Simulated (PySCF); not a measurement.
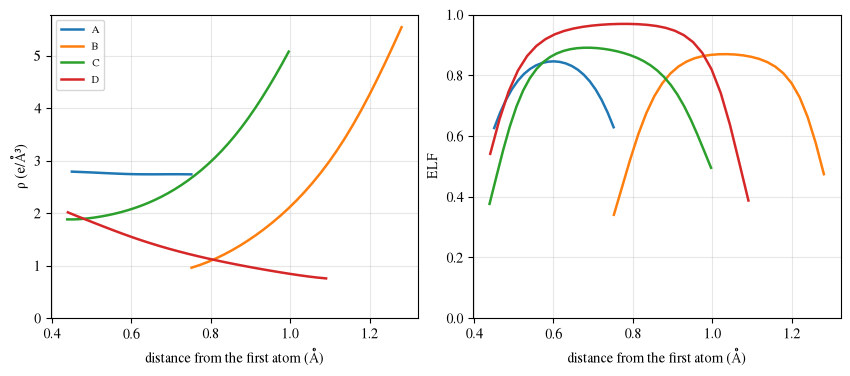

Figure. C₅H₈OSi. Total electron density and electron localisation function along straight lines between neighbouring atoms. The curves leave out the atomic cores.

Geometry: GFN2-xTB.

All numbers below come from PySCF 2.14.0, PBE0/def2-SVPD, SCF density, gas phase.

```xyz
15

C     3.7234   -0.8781   -0.2087
C     2.8688   -0.0603   -0.4252
Si    1.5150    1.1696   -0.7435
O     0.0498    0.5346   -0.4366
C    -0.5022   -0.0175    0.6665
C    -1.7552   -0.4498    0.7009
C    -2.7037   -0.3859   -0.4506
H     4.4756   -1.5911   -0.0241
H     1.7861    2.3264    0.1171
H     1.3596    1.4528   -2.1626
H     0.1458   -0.0921    1.5315
H    -2.1246   -0.8818    1.6185
H    -3.5779    0.2110   -0.1912
H    -3.0486   -1.3862   -0.7103
H    -2.2164    0.0563   -1.3148
```

> Which curve belongs to which contact (C–C, C–O, C–Si and Si–O)? The first atom named is at distance zero.

Curve A: C–C (1.20 Å): ρ at the midpoint is about 2.7 e/Å³; the ELF peaks at about 0.85 between the atoms: a short, multiple covalent bond. Curve B: Si–O (1.63 Å): ρ at the midpoint is about 1.1 e/Å³; the ELF peaks at about 0.85 between the atoms, as expected for a polar covalent bond. Curve C: C–O (1.35 Å): ρ at the midpoint is about 2.3 e/Å³, with its minimum of 1.9 e/Å³ about 0.5 Å from C; the ELF peaks at about 0.90 between the atoms: a polar covalent bond. Curve D: C–Si (1.86 Å): the density is about 0.93 e/Å³ at the midpoint; the ELF peaks at about 0.95 between the atoms (localised, covalent bonding).
